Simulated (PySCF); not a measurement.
# PBE0/STO-3G run of CH5BN2 (SMILES B1NCN1)

Aim: the vertical singlet–triplet gap of CH5BN2 at PBE0/STO-3G, from 2 runs. Input form: a Python script.

Program for the calculation: PySCF 2.14.0.

## (1) The system as given

CH5BN2: 9 atoms, total charge 0, spin state singlet. As SMILES, `B1NCN1`. The shape is that of a PBE0-D4/def2-TZVP optimisation.

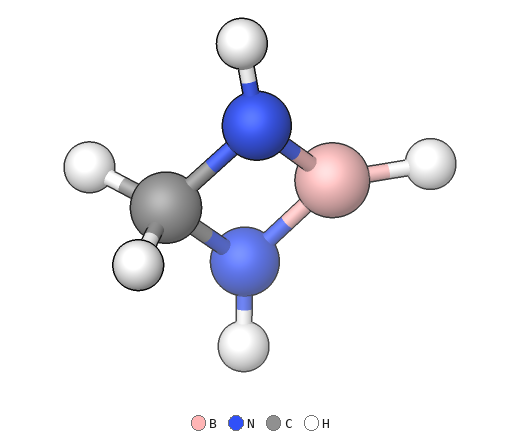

Viewed from a chosen angle; boron pink, nitrogen blue, carbon grey, hydrogen white.

## (2) A single-point energy at PBE0/STO-3G

Input file run.py:

```python
from pyscf import gto, dft

mol = gto.M(
    atom='''
B       -0.538100       0.903800      -0.424200
N        0.763900       0.350100      -0.630900
C        0.430100      -0.702400       0.322000
N       -0.891500      -0.116200       0.513500
H       -1.109600       1.851900      -0.864600
H        1.686500       0.722000      -0.761500
H        0.420000      -1.707100      -0.117100
H        1.046900      -0.704100       1.228600
H       -1.719800      -0.644400       0.717000
''',
    spin=0,
    basis='sto-3g',
    max_memory=1860,
    verbose=4,
)

mf = dft.RKS(mol, xc='pbe0')
mf.conv_tol = 1e-10
mf.grids.level = 4
mf.kernel()
if not mf.converged:
    mf = mf.newton().run(mf.mo_coeff, mf.mo_occ)

energy = mf.e_tot
print('E = %.10f Eh' % energy)
```

Started as:

```
$ OMP_NUM_THREADS=1 python run.py
```

The log of the run:

```text
PySCF version 2.14.0

[... 72 lines left out ...]
converged SCF energy = -173.071420050747
E = -173.0714200507 Eh
```

Wall time 2.8 s (1 thread of Intel Xeon 6975P-C (Granite Rapids), shared host); peak memory 0.22 GiB.

## (3) The triplet at the same level

Input file run.py:

```python
from pyscf import gto, dft

mol = gto.Mole()
mol.atom = '''
B     -1.016862     1.707934    -0.801622
N      1.443562     0.661593    -1.192228
C      0.812771    -1.327344     0.608492
N     -1.684691    -0.219586     0.970374
H     -2.096840     3.499584    -1.633857
H      3.187023     1.364382    -1.439026
H      0.793685    -3.225951    -0.221287
H      1.978354    -1.330556     2.321718
H     -3.249951    -1.217740     1.354934
'''
mol.spin = 2
mol.verbose = 3
mol.charge = 0
mol.basis = 'sto-3g'
mol.unit = 'bohr'
mol.max_memory = 1860
mol.build()

mf = dft.UKS(mol, xc='pbe0')
mf.conv_tol = 1e-10
mf.grids.level = 4
mf.kernel()
if not mf.converged:
    mf = mf.newton().run(mf.mo_coeff, mf.mo_occ)

e_final = mf.e_tot
print(f'total energy: {e_final:.8f} hartree')
```

Started as:

```
$ OMP_NUM_THREADS=1 python run.py
```

The log of the run:

```text
WARN: HOMO 0.0638485195082871 >= LUMO -0.258776701893268

WARN: HOMO 0.158960431673517 >= LUMO -0.0394730855281438

WARN: HOMO 0.0989232280339256 >= LUMO -0.0728643913770256

WARN: HOMO 0.089877160851199 >= LUMO -0.0709258864782398

WARN: HOMO 0.0916292529818615 >= LUMO -0.0707782848203486

WARN: HOMO 0.0915714997556392 >= LUMO -0.0706209558856222

WARN: HOMO 0.091417473122049 >= LUMO -0.0705391571309243

WARN: HOMO 0.0913625080703943 >= LUMO -0.0706724172844193

WARN: HOMO 0.0913782337800662 >= LUMO -0.0706236597862544

WARN: HOMO 0.0913826119454982 >= LUMO -0.0706290480580807

WARN: HOMO 0.0913827067641046 >= LUMO -0.0706283889583302

WARN: HOMO 0.0913832948939799 >= LUMO -0.0706281251927274

WARN: HOMO 0.0913829283403358 >= LUMO -0.0706283489724315

converged SCF energy = -172.827948228582  <S^2> = 2.0055092  2S+1 = 3.0036706
total energy: -172.82794823 hartree
```

Wall time 5.7 s (1 thread of Intel Xeon 6975P-C (Granite Rapids), shared host); peak memory 0.23 GiB.

## (4) Outcome

Level: PBE0/STO-3G.

| quantity | value |
| --- | --- |
| singlet: total energy | -173.07142 Eh |
| singlet: dipole moment | 1.59 D |
| singlet: HOMO energy | -4.21 eV |
| singlet: LUMO energy | 4.92 eV |
| singlet: HOMO–LUMO gap | 9.14 eV |
| triplet: total energy | -172.82795 Eh |
| triplet: dipole moment | 3.85 D |
| triplet: ⟨S²⟩ | 2.006 |
| vertical energy of the triplet above the singlet | 6.625 eV |

What this shows: At this shape the triplet lies 6.63 eV (153 kcal/mol) above the singlet. In a minimal basis such a difference can be off by several eV, whatever the method. Mulliken charges (singlet) run from -0.40 on N2 to +0.27 on B1; they depend strongly on the basis. Mulliken charges (triplet) run from -0.27 on N2 to +0.22 on H9; they depend strongly on the basis.
